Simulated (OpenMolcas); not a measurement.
## C₃H₄AlF: energy and gradient calculation (part 2 of 2)

Continued. System: C₃H₄AlF, SMILES C#[C][Al]([CH3])[F]. Method: B3LYP/cc-pVDZ, RKS (OpenMolcas 26.06). The geometry comes from this level: PBE0-D4/def2-TZVP.

Geometry of the input (Å):
```
C  0.2148  2.7699  0.3442
C  0.3055  1.6313  -0.0550
Al 0.4066  -0.1783  -0.6266
C  -0.4384  -1.6622  0.2741
F  1.2862  -0.4603  -1.9934
H  0.1392  3.7762  0.6904
H  -1.1596  -2.1569  -0.3836
H  0.2989  -2.4198  0.5557
H  -0.9646  -1.3461  1.1773
```

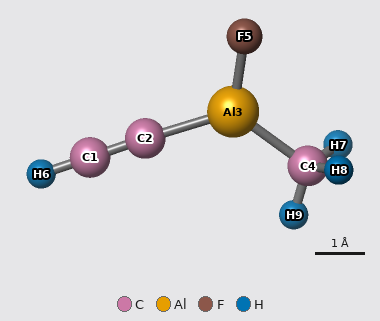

The structure (ball-and-stick view, seen at a tilt; atoms are numbered from 1 in the order of the input). Sticks mark near contacts.

The program's output, continued
```
      SCF Algorithm: Conventional
      D(i)-D(i-1) density differences are used
      Number of density matrices in core                 5
      Maximum number of NDDO SCF iterations            400
      Maximum number of HF SCF iterations              400
      Threshold for SCF energy change             1.00E-10
      Threshold for density matrix                1.00E-07
      Threshold for Fock matrix                   1.00E-07
      Threshold for linear dependence             1.00E-09
      Threshold at which DIIS is turned on        1.50E-01
      Maximum depth in the DIIS procedure                5
      Maximum depth in the BFGS Hessian update          30
      Threshold at which QNR/C2DIIS is turned on  7.50E-02
      Threshold for Norm(delta) (QNR/C2DIIS)      1.00E-05
      All orbitals punched on: SCFORB
--

      Input vectors read from INPORB
      Orbital file label: *Guess orbitals

++ Convergence information
                                   B3LYP      iterations: Energy and convergence statistics

Iter     Tot. B3LYP      One-elec.       Two-elec.     Energy      Max Dij or  Max Fij      DNorm      TNorm      AccCon     Time
         Energy          Energy          Energy        Change      Delta Norm                                                in Sec.
   1  -458.715292174 -1024.798427254   386.958125696   0.00E+00    4.90E-01*   1.26E-01*    9.33E+00   1.58E+02   None         3.
   2  -458.611198818 -1024.523170344   386.786962141   1.04E-01*   1.66E-01*   9.07E-02*    7.87E+00   1.59E+02   EDIIS        2.
   3  -459.015383701 -1028.747759344   390.607366258  -4.04E-01*   1.55E-01*   7.98E-02*    3.13E+00   1.59E+02   EDIIS        2.
   4  -458.982710506 -1024.582042681   386.474322790   3.27E-02*   1.66E-02*   2.91E-02*    1.55E+00   1.59E+02   EDIIS        2.
   5  -459.047124677 -1026.656721955   388.484587894  -6.44E-02*   5.15E-02*   8.26E-03*    3.28E-01   1.59E+02   c2DIIS       2.
   6  -459.044639250 -1026.778822331   388.609173696   2.49E-03*   1.35E-01*   2.14E-02*    2.21E-01   1.59E+02   QNRc2DIIS    2.
   7  -459.023137342 -1027.418335097   389.270188370   2.15E-02*   9.74E-02*   5.50E-02*    5.57E-01   1.59E+02   QNRc2DIIS    2.
   8  -459.048425957 -1026.912432700   388.738997358  -2.53E-02*   1.60E-03*   8.58E-04*    4.04E-01   1.59E+02   QNRc2DIIS    2.
   9  -459.048436537 -1026.935797882   388.762351960  -1.06E-05*   4.97E-04*   3.96E-04*    1.39E-02   1.59E+02   QNRc2DIIS    2.
  10  -459.048438038 -1026.936712306   388.763264883  -1.50E-06*   1.38E-04*   2.09E-04*    4.62E-03   1.59E+02   QNRc2DIIS    2.
  11  -459.048438191 -1026.936828403   388.763380828  -1.53E-07*   5.29E-04*   1.81E-04*    1.36E-03   1.59E+02   QNRc2DIIS    2.
  12  -459.048438658 -1026.938473195   388.765025152  -4.67E-07*   4.28E-05*   1.45E-05*    4.62E-03   1.59E+02   QNRc2DIIS    2.
  13  -459.048438662 -1026.939072078   388.765624032  -4.22E-09*   8.96E-06    2.16E-06*    4.43E-04   1.59E+02   QNRc2DIIS    2.
  14  -459.048438662 -1026.938915605   388.765467558  -7.94E-11    3.87E-06    1.29E-06*    6.88E-05   1.59E+02   QNRc2DIIS    2.
  15  -459.048438662 -1026.938955969   388.765507923  -3.01E-11    8.51E-07    1.66E-07*    3.30E-05   1.59E+02   QNRc2DIIS    2.
  16  -459.048438662 -1026.938954530   388.765506483  -1.02E-12    2.28E-07    4.38E-08     8.04E-06   1.59E+02   QNRc2DIIS    2.

       Convergence after  16 Iterations
--

 *****************************************************************************************************************************
 *                                             SCF/KS-DFT Program, Final results                                             *
 *                                                       Final Results                                                       *
 *****************************************************************************************************************************

::    Total KS-DFT energy                            -459.0484386619
      One-electron energy                           -1026.9389545298
      Two-electron energy                             388.7655064832
      Nuclear repulsion energy                        179.1250093847
      Kinetic energy (interpolated)                   457.0556704928
      Virial theorem                                    1.0043600119
      Total spin, S(S+1)                                0.0000000000
      Total spin, S                                     0.0000000000
      Max non-diagonal density matrix element           0.0000002408
      Max non-diagonal Fock matrix element              0.0000000170

      All orbitals with orbital energies smaller than  E(LUMO)+0.5 are printed

++    Molecular orbitals:
      -------------------

      Title: RKS-DFT orbitals

      Molecular orbitals for symmetry species 1: a

          Orbital            1         2         3         4         5         6         7         8         9        10
          Energy          -56.0770  -24.6550  -10.1986  -10.1715  -10.1705   -4.1622   -2.7191   -2.7147   -2.7112   -1.1382
          Occ. No.          2.0000    2.0000    2.0000    2.0000    2.0000    2.0000    2.0000    2.0000    2.0000    2.0000

          Orbital           11        12        13        14        15        16        17        18        19        20
          Energy           -0.7482   -0.6915   -0.5480   -0.4638   -0.4200   -0.4074   -0.3970   -0.3936   -0.3917   -0.3147
          Occ. No.          2.0000    2.0000    2.0000    2.0000    2.0000    2.0000    2.0000    2.0000    2.0000    2.0000

          Orbital           21        22        23        24        25        26        27        28        29        30
          Energy           -0.2948   -0.2897   -0.0474    0.0023    0.0107    0.0670    0.0851    0.0949    0.0979    0.1200
          Occ. No.          2.0000    2.0000    0.0000    0.0000    0.0000    0.0000    0.0000    0.0000    0.0000    0.0000

          Orbital           31        32        33        34        35        36        37        38        39        40
          Energy            0.1226    0.1614    0.2114    0.2351    0.2871    0.3152    0.3241    0.3386    0.3571    0.4197
          Occ. No.          0.0000    0.0000    0.0000    0.0000    0.0000    0.0000    0.0000    0.0000    0.0000    0.0000

--

++    Molecular charges:
      ------------------

      Mulliken charges per centre and basis function type
      ---------------------------------------------------

                C1      C2      AL3     C4      F5      H6      H7      H8      H9
      1s       3.3803  3.4271  4.8598  3.0892  3.9205  0.9821  0.9230  0.9233  0.9258
      2px      0.9660  0.9305  2.2649  1.0089  1.8146  0.0069  0.0116  0.0121  0.0092
      2pz      0.9587  0.8942  2.3151  1.0027  1.7822  0.0082  0.0111  0.0077  0.0142
      2py      0.7387  0.6808  2.6444  1.0779  1.8573  0.0179  0.0099  0.0127  0.0088
      3d2+     0.0049  0.0069  0.0861  0.0005  0.0002  0.0000  0.0000  0.0000  0.0000
      3d1+     0.0012  0.0009  0.0429  0.0062  0.0008  0.0000  0.0000  0.0000  0.0000
      3d0      0.0037  0.0035  0.0913  0.0028  0.0008  0.0000  0.0000  0.0000  0.0000
      3d1-     0.0083  0.0068  0.1304  0.0033  0.0005  0.0000  0.0000  0.0000  0.0000
      3d2-     0.0092  0.0058  0.0788  0.0057  0.0002  0.0000  0.0000  0.0000  0.0000
      Total    6.0711  5.9567 12.5138  6.1972  9.3770  1.0150  0.9555  0.9558  0.9579

      N-E     -0.0711  0.0433  0.4862 -0.1972 -0.3770 -0.0150  0.0445  0.0442  0.0421

      Total electronic charge=   44.000000

      Total            charge=   -0.000000
--

++    Molecular properties:
      ---------------------

      Charge (e):
                      =   -0.0000
      Dipole Moment (debye):
      Origin of the operator (angstrom)=    0.4033    0.1994   -0.5344
                   X= -1.1176E+00               Y=  1.4054E-01               Z=  1.6824E+00           Total=  2.0246E+00
      Quadrupole Moment (debye*angstrom):
      Origin of the operator (angstrom)=    0.4033    0.1994   -0.5344
                  XX= -3.5046E+01              XY= -8.9881E-03              XZ=  3.3018E+00              YY= -3.0298E+01
                  YZ=  6.0519E-01              ZZ= -3.7559E+01
      In traceless form (debye*angstrom)
                  XX= -1.1170E+00              XY= -1.3482E-02              XZ=  4.9527E+00              YY=  6.0048E+00
                  YZ=  9.0779E-01              ZZ= -4.8878E+00
--

--- Stop Module: scf /rc=_RC_ALL_IS_WELL_ ---
--- Module scf spent 42 seconds ---

--- Start Module: alaska ---

                                              &ALASKA

                       available to each process: 1.9 GB of memory, 1 thread

                     Threshold for contributions to the gradient: 1.000E-07

                    ********************************************
                    * Symmetry Adapted Cartesian Displacements *
                    ********************************************

           Irreducible representation : a
           Basis function(s) of irrep: x, y, xy, Rz, z, xz, Ry, yz, Rx, I

 Basis Label        Type   Center Phase
   1   C1           x         1     1
   2   C1           y         1     1
   3   C1           z         1     1
   4   C2           x         2     1
   5   C2           y         2     1
   6   C2           z         2     1
   7   AL3          x         3     1
   8   AL3          y         3     1
   9   AL3          z         3     1
  10   C4           x         4     1
  11   C4           y         4     1
  12   C4           z         4     1
  13   F5           x         5     1
  14   F5           y         5     1
  15   F5           z         5     1
  16   H6           x         6     1
  17   H6           y         6     1
  18   H6           z         6     1
  19   H7           x         7     1
  20   H7           y         7     1
  21   H7           z         7     1
  22   H8           x         8     1
  23   H8           y         8     1
  24   H8           z         8     1
  25   H9           x         9     1
  26   H9           y         9     1
  27   H9           z         9     1

                     No automatic utilization of translational and rotational invariance of the energy is employed.

 DFT contribution computed for a moving grid.

 Conventional ERI gradients!

 **************************************************
 *              Molecular gradients               *
 **************************************************

  Irreducible representation: a
 ------------------------------------------------------------------------------------------
                              X                       Y                       Z
 ------------------------------------------------------------------------------------------
  C1                1.75132065059802E-03   -1.97551559608371E-02   -7.19232678216430E-03
  C2               -2.12066144468523E-03    2.03302121263118E-02    7.87329498827916E-03
  AL3               1.24662358277470E-02   -3.98997161058823E-03   -1.93660150025305E-02
  C4               -8.79944118860720E-04   -1.34787425909799E-03    9.46489373067738E-04
  F5               -1.45207480794305E-02    4.76195425899872E-03    2.25940802156614E-02
  H6                3.78399606762947E-04   -5.53962200715841E-03   -1.84970644779625E-03
  H7                4.31557987246611E-03    2.95303813910675E-03    4.04692573089882E-03
  H8               -4.51934801780896E-03    4.58260148811629E-03   -1.65698253004676E-03
  H9                3.12916570324973E-03   -1.99518217486638E-03   -5.39575954526184E-03
 ------------------------------------------------------------------------------------------

--- Stop Module: alaska /rc=_RC_ALL_IS_WELL_ ---
--- Module alaska spent 13 seconds ---

.##################.
.# Happy landing! #.
.##################.

    Timing: Wall=61.26 User=52.09 System=6.43
```

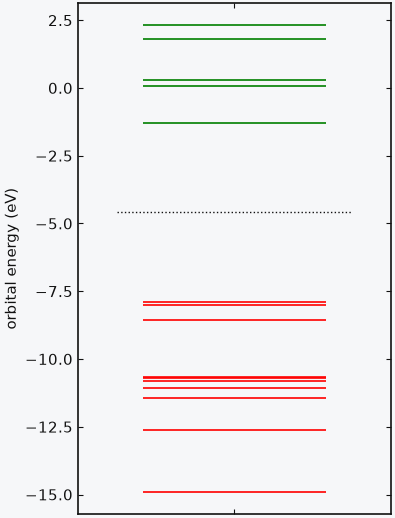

Orbital energies near the frontier; the dotted line parts filled from empty levels, and levels within 0.02 eV of each other stand side by side. Highest filled −7.88 eV, lowest empty −1.29 eV, 6.59 eV apart.

Results in brief

```csv
quantity,value
outcome,converged
total energy,−459.048439 hartree
basis functions,94
largest force,1.403 eV/Å
HOMO,−7.88 eV
LUMO,−1.29 eV
dipole moment,2.02 debye
hardware,"1 thread of AMD EPYC (Zen 3), 128 GiB of memory available, shared host"
wall time,62 s
peak memory,0.51 GiB
```
